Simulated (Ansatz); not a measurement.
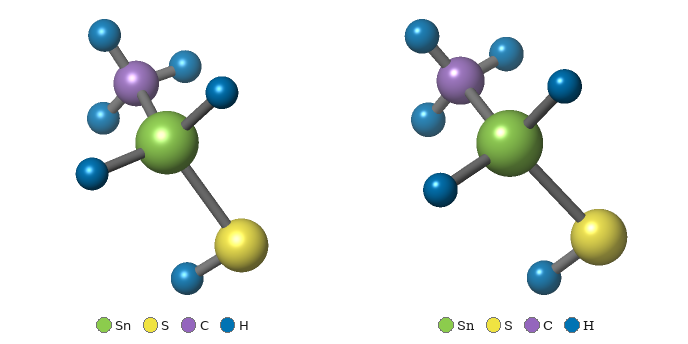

The same structure drawn twice, from different directions.

The computed structure is the end point of a PBE0-D4/def2-TZVP optimisation.

Count the atoms of each element.

Answer. CH6SSn, 9 atoms: 1 carbon, 6 hydrogen, 1 sulfur and 1 tin.

Count the bonded pairs by element.

Answer. 3 C–H, 2 Sn–H, 1 S–Sn, 1 C–Sn, 1 S–H. Sticks follow a distance rule.

The parts below concern this one geometry. Atoms keep their numbers from picture to picture.

Shape

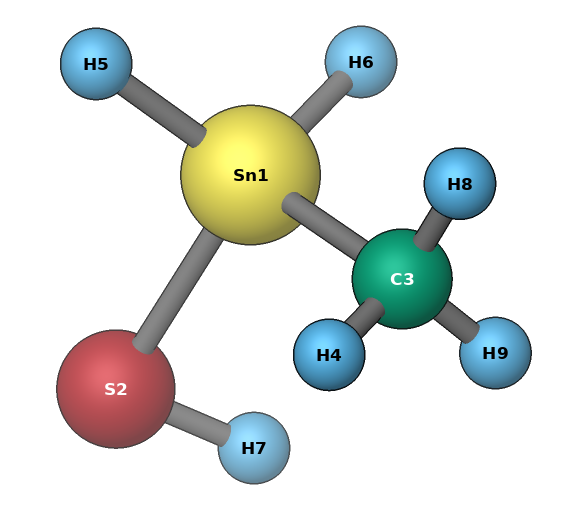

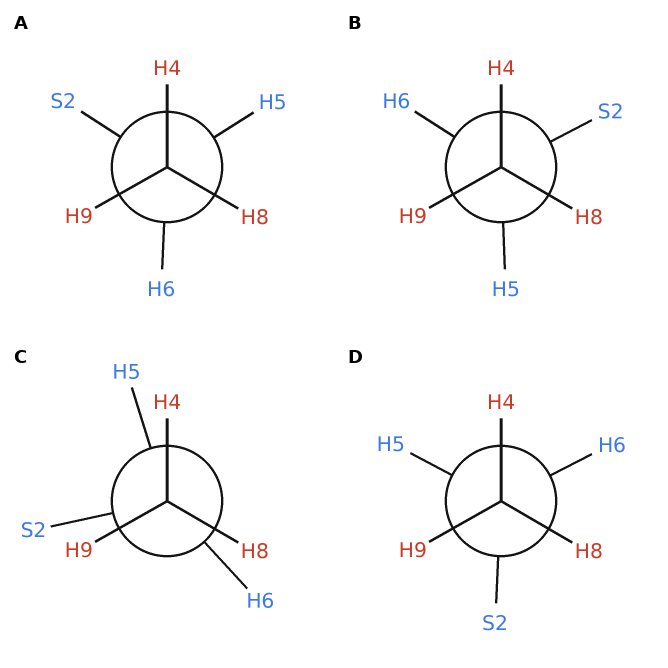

Distant atoms are faded towards the background colour. Bonds that would overlap in a projection are set slightly apart.

Which Newman projection shows the view along C3–Sn1, with C3 in front?

Answer. A. The torsion angle H4–C3–Sn1–S2 is −57°, synclinal (gauche).

Thermal motion

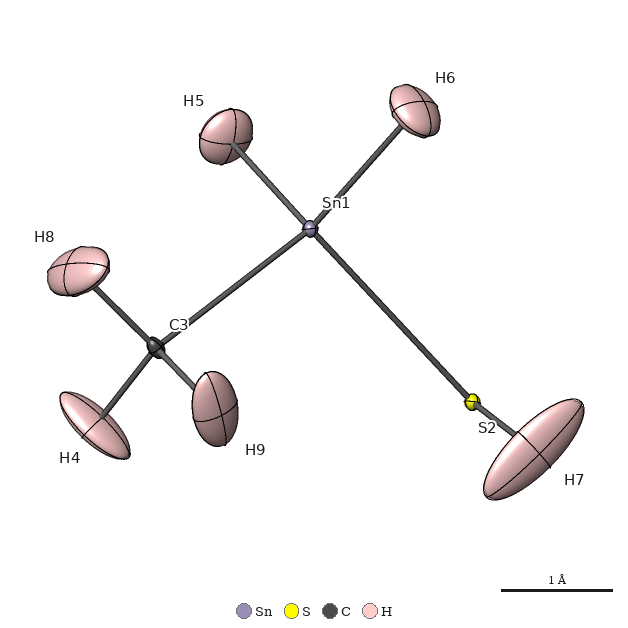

Displacement ellipsoids at the 50 % level, from the internal vibrations of the free molecule (harmonic, no overall translation or rotation; no half-axis is drawn under 0.075 Å). Vibrations computed with RKS PBE0-D4/def2-TZVP, core potentials on Sn (Ansatz 0.2.0). Temperature: 0 K (zero-point motion alone).

Which atom has the largest mean-square displacement?

Answer. H7, with U_eq = 0.0616 Å².

Does H7 move more along its bond or across it?

Answer. Across it: the root-mean-square amplitude is 0.079 Å along the bond and up to 0.391 Å across, since bending and torsion are softer than stretching.

List U_eq and the three principal root-mean-square amplitudes for each kind of atom.

| atom | U_eq (Å²) | rms amplitudes (Å) |
| --- | --- | --- |
| Sn1 | 0.00011 | 0.006, 0.009, 0.014 |
| S2 | 0.00080 | 0.013, 0.030, 0.036 |
| C3 | 0.0026 | 0.026, 0.045, 0.071 |
| H4 | 0.0333 | 0.079, 0.144, 0.270 |
| H5 | 0.0235 | 0.093, 0.172, 0.180 |
| H6 | 0.0236 | 0.093, 0.170, 0.182 |
| H7 | 0.0616 | 0.079, 0.160, 0.391 |
| H8 | 0.0356 | 0.096, 0.156, 0.271 |
| H9 | 0.0335 | 0.080, 0.144, 0.271 |

Dipole moment

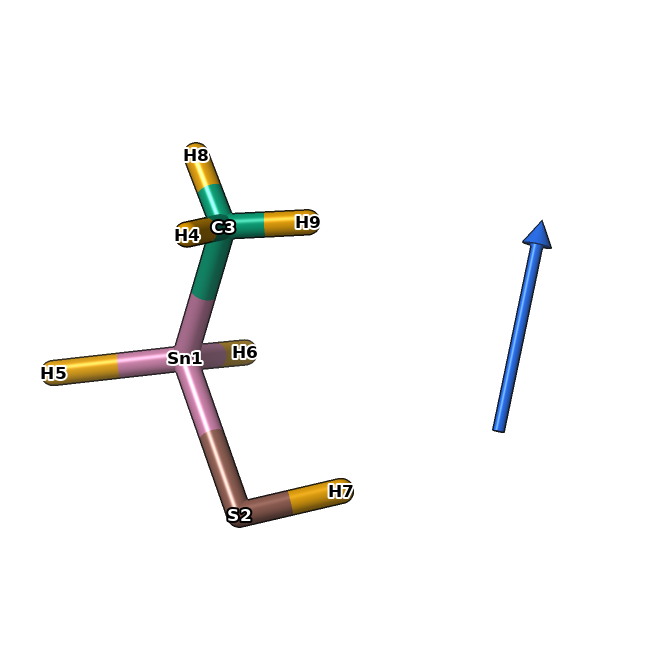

The arrow beside the molecule shows the direction of the dipole moment, from the negative to the positive end (its length means nothing). Method: RKS PBE0-D4/def2-TZVP, core potentials on Sn (Ansatz 0.2.0).

How large is the dipole moment?

Answer. 2.16 D; it points from the side of S2 to the side of H8 (the outermost atoms at the two ends).

Charges

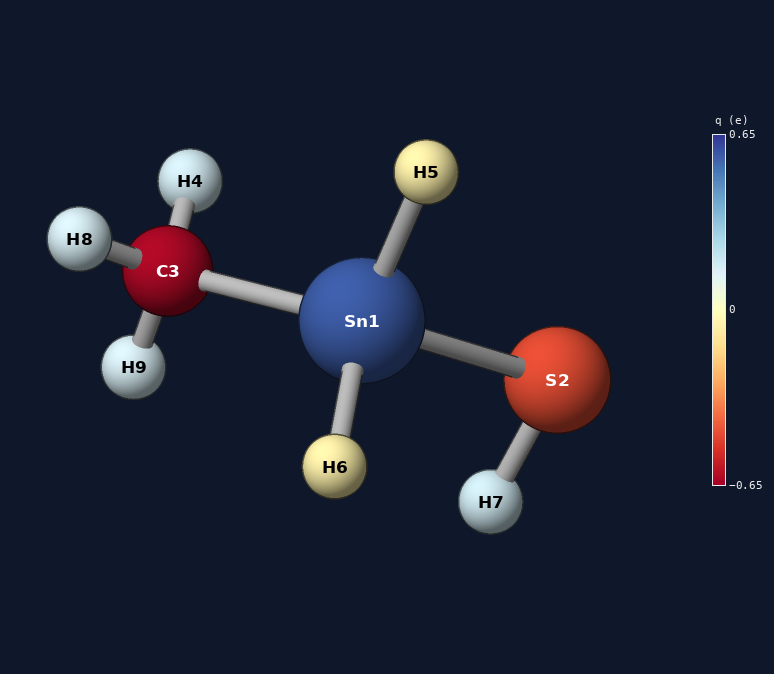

Atoms are coloured by their Mulliken charges. Method: RKS PBE0-D4/def2-TZVP, core potentials on Sn (Ansatz 0.2.0).

Give the Mulliken charges atom by atom.

| atom | value (e) |
| --- | --- |
| Sn1 | 0.57 |
| S2 | −0.46 |
| C3 | −0.62 |
| H4 | 0.16 |
| H5 | −0.05 |
| H6 | −0.06 |
| H7 | 0.16 |
| H8 | 0.15 |
| H9 | 0.15 |

Mulliken values depend strongly on the basis set and can even reverse the polarity of a bond.
